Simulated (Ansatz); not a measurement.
**One shape, several levels: BHO2 (oxoborinic acid)**

Wanted: a comparison of 6 runs (HF/STO-3G, UHF/STO-3G, SVWN5/STO-3G, revPBE/STO-3G, CCSD(T)/STO-3G, FCI/STO-3G) of BHO2 (oxoborinic acid). 

Program for the calculation: Ansatz 0.2.0.

60 further runs of the same task are left out: 2 that didn't finish, 58 set aside as unsound or not needed.

**1. Starting point**

The species is BHO2 (4 atoms), meant as a singlet with charge 0. As SMILES, `O=BO`. The O3–B2 distance was set to 1.983 Å, away from the relaxed value.

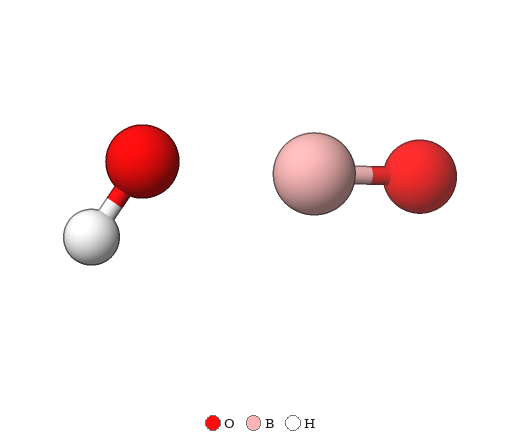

The structure, seen from a chosen angle (oxygen red, boron pink, hydrogen white).

**2. The energy at HF/STO-3G (run 1)**

input.yaml

```yaml
crystal:
  periodic: [false, false, false]
  atoms:
    - symbol: O
      position_ang: [-2.175365, 0.740488, 0.498496]
    - symbol: B
      position_ang: [-1.044165, 0.348988, 0.318596]
    - symbol: O
      position_ang: [0.816700, -0.302000, 0.108600]
    - symbol: H
      position_ang: [1.162300, -0.353500, -0.785700]
basis:
  gaussian: {orbitals: STO-3G}
hamiltonian: {xc: hf}
accuracy: high
```

The run is started by

```sh
ansatz run input.yaml --threads 1 --pin off --max-ram 2610MiB --events-out events.jsonl --progress --plain --runs-dir runs
```

Log:

```text
Warning: RAYON_NUM_THREADS=1 ignored (pool sized by the plan → 1); use --threads N
Functional definition: HF
  name "HF"
  exchange = exact_x
  correlation = 0
263 factors; integrals over basis functions are off by at most 4.1e-8 eV
mean field evaluation 1: about -4689.4536 eV, gradient 3.7e1 eV
mean field evaluation 2: about -4689.4802 eV, gradient 3.7e1 eV
mean field evaluation 4: about -4694.8143 eV, gradient 3.7e0 eV
mean field evaluation 8: about -4694.8977 eV, gradient 1.2e-1 eV
mean field -4694.89775293 eV, -172.5343101042 hartree, gradient 2.9e-8 eV, S^2 0.000000; 0 other end points of the search recorded, 0 dependent functions left out
reference -4694.89775293 eV, -172.5343101042 hartree; 11, 11 occupied and 5, 5 virtual orbitals, 263 factors
Total energy: -4694.89775293 eV, -172.5343101042 hartree
```

Wall time 0.08 s (1 thread of Arm Neoverse V1, shared host).

**3. The energy at UHF/STO-3G (run 2)**

input.yaml

```yaml
crystal:
  periodic: [false, false, false]
  atoms:
    - {symbol: O, position_ang: [-2.175365, 0.740488, 0.498496]}
    - {symbol: B, position_ang: [-1.044165, 0.348988, 0.318596]}
    - {symbol: O, position_ang: [0.816700, -0.302000, 0.108600]}
    - {symbol: H, position_ang: [1.162300, -0.353500, -0.785700]}
basis:
  gaussian:
    orbitals: STO-3G
accuracy: high
magnetization:
  spin_polarized: true
  initial_magnetization: 0
hamiltonian:
  xc: hf
```

The run is started by

```sh
ansatz run input.yaml --threads 1 --pin off --max-ram 2610MiB --events-out events.jsonl --progress --plain --runs-dir runs
```

Log:

```text
Warning: RAYON_NUM_THREADS=1 ignored (pool sized by the plan → 1); use --threads N
[... 4 set-up lines as earlier in the session ...]
263 factors; integrals over basis functions are off by at most 4.1e-8 eV
mean field evaluation 1: about -4689.4536 eV, gradient 2.6e1 eV
mean field evaluation 2: about -4689.4802 eV, gradient 2.6e1 eV
mean field evaluation 4: about -4694.8143 eV, gradient 2.6e0 eV
mean field evaluation 8: about -4694.9048 eV, gradient 4.7e-5 eV
mean field evaluation 16: about -4695.1862 eV, gradient 1.7e0 eV
mean field evaluation 32: about -4695.5518 eV, gradient 7.2e-1 eV
mean field evaluation 64: about -4695.2429 eV, gradient 1.3e0 eV
mean field evaluation 96: about -4694.8978 eV, gradient 9.0e-5 eV
mean field -4695.64838170 eV, -172.5618952029 hartree, gradient 5.4e-8 eV, S^2 0.737042; 3 other end points of the search recorded, 0 dependent functions left out
reference -4695.64838170 eV, -172.5618952029 hartree; 11, 11 occupied and 5, 5 virtual orbitals, 263 factors
Total energy: -4695.64838170 eV, -172.5618952029 hartree
```

It took 0.18 s on 1 thread of Arm Neoverse V1, shared host.

Runs 3 to 5 aren't shown in full; the table further down has their settings and results.

**4. A single-point energy at FCI/STO-3G (run 6)**

job.yaml

```yaml
crystal:
  periodic: [false, false, false]
  atoms:
    - {symbol: O, position_ang: [-2.175365, 0.740488, 0.498496]}
    - {symbol: B, position_ang: [-1.044165, 0.348988, 0.318596]}
    - {symbol: O, position_ang: [0.816700, -0.302000, 0.108600]}
    - {symbol: H, position_ang: [1.162300, -0.353500, -0.785700]}
basis:
  gaussian:
    orbitals: STO-3G
correlation:
  method: fci
  frozen_orbitals: {B: 1, H: 0, O: 1}
accuracy: high
```

The run is started by

```sh
ansatz run job.yaml --threads 1 --pin off --max-ram 2610MiB --events-out events.jsonl --progress --plain --runs-dir runs
```

Log:

```text
Warning: RAYON_NUM_THREADS=1 ignored (pool sized by the plan → 1); use --threads N
[... 4 set-up lines as earlier in the session ...]
263 factors; integrals over basis functions are off by at most 4.1e-8 eV
mean field evaluation 1: about -4689.4536 eV, gradient 3.7e1 eV
mean field evaluation 2: about -4689.4802 eV, gradient 3.7e1 eV
mean field evaluation 4: about -4694.8143 eV, gradient 3.7e0 eV
mean field evaluation 8: about -4694.8977 eV, gradient 1.2e-1 eV
mean field -4694.89775293 eV, -172.5343101042 hartree, gradient 2.9e-8 eV, S^2 0.000000; 0 other end points of the search recorded, 0 dependent functions left out; unrestricted orbitals would lower it
mean field evaluation 16: about -4695.1129 eV, gradient 7.6e0 eV
3 core orbitals not correlated: weight in the atoms' cores, before any rotation towards them, 1.000 or more for the frozen orbitals, at most 0.000 for the correlated occupied ones
reference -4694.89775293 eV, -172.5343101042 hartree; 8, 8 occupied and 5, 5 virtual orbitals, 263 factors
state -4701.08379748 eV, -172.7616430483 hartree
Total energy: -4701.08379748 eV, -172.7616430483 hartree
```

It took 11 s on 1 thread of Arm Neoverse V1, shared host; peak memory 0.18 GiB.

**5. The series**

| run | level | frozen core orbitals | energy (Eh) | wall time |
| --- | --- | --- | --- | --- |
| 1 | HF/STO-3G | – | -172.534310 | 0.08 s |
| 2 | UHF/STO-3G | – | -172.561895 | 0.18 s |
| 3 | SVWN5/STO-3G | – | -172.047131 | 0.5 s |
| 4 | revPBE/STO-3G | – | -173.396169 | 0.74 s |
| 5 | CCSD(T)/STO-3G | 3 | -172.760621 | 0.14 s |
| 6 | FCI/STO-3G | 3 | -172.761643 | 11 s |

**6. Results**

```
                                          quantity          value
                               run 6: total energy  -172.76164 Eh
run 6: correlation energy (3 core orbitals frozen)     -227.3 mEh
```

What this shows: Against full CI in this basis: HF +227.3 mEh; UHF +199.7 mEh; CCSD(T) +1.0 mEh. Totals of different functionals can't be ranked against each other. In run 5 the log says that unrestricted orbitals would lower the reference, so the values rest on an unstable closed-shell determinant (other closed-shell runs at this shape may share the fault). In runs 1, 2, 3, 4, 5, 6 the basis is minimal, so the values are rough. Spin contamination of the reference: run 2 ⟨S²⟩ = 0.74. Where it is this large, the reference is a mixture of spin states, and values that rest on it are in doubt. All runs together took 12 s, the longest 11 s.
